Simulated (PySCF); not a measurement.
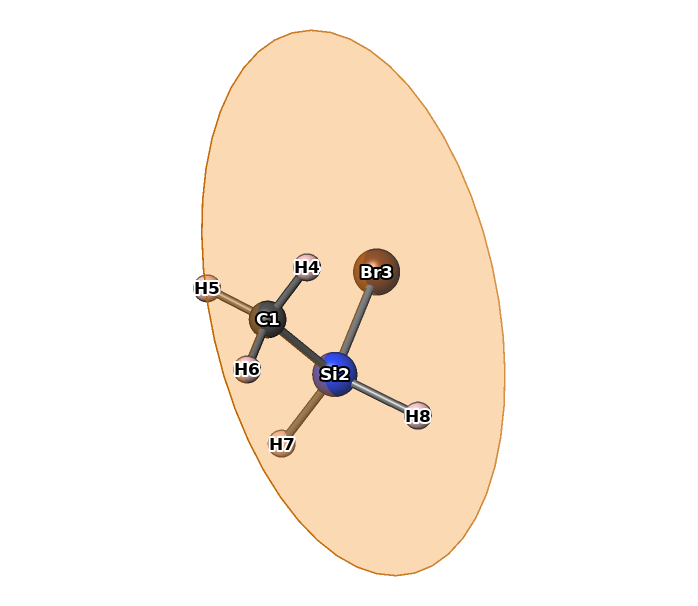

A disc through the centre of mass is drawn in. Atoms fade into the background with distance from the viewer. Computed geometry: PBE0-D3(BJ)/def2-SVP optimisation. No frequency run is at hand to confirm it as a minimum.

Question: Is the plane of the disc a mirror plane of the structure?

Answer: Yes. The reflection leaves C1, Si2, Br3, H6 in place and moves H4 ↔ H5; H7 ↔ H8. The point group is Cs.
